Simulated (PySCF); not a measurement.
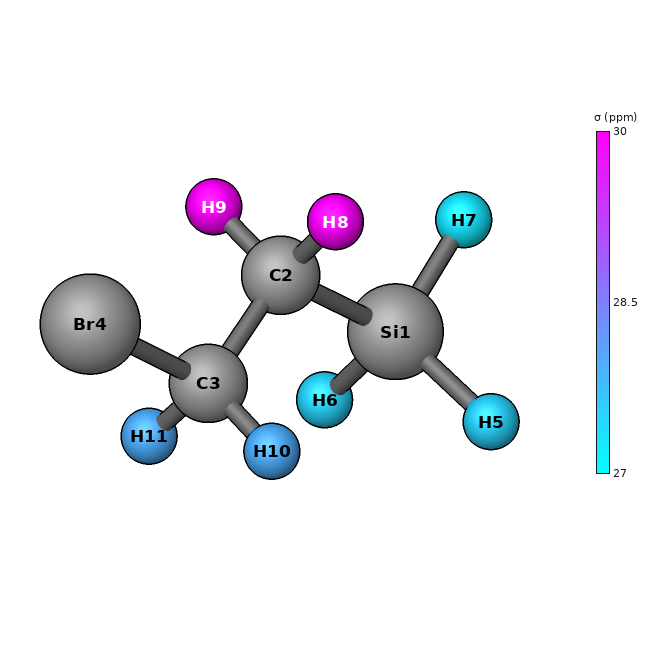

Atoms are coloured by their isotropic NMR shieldings (H only, the others grey). The geometry was computed by an optimisation with PBE0-D3(BJ)/def2-SVP. No frequency run is at hand to confirm it as a minimum. Level of theory: GIAO PBE0/pcSseg-1 NMR shielding, non-relativistic, gas phase (PySCF 2.14.0).

Give the isotropic NMR shieldings of the H atoms atom by atom.

```csv
atom,σ (ppm)
H5,27.49
H6,27.49
H7,27.29
H8,30.00
H9,30.00
H10,27.94
H11,27.94
```
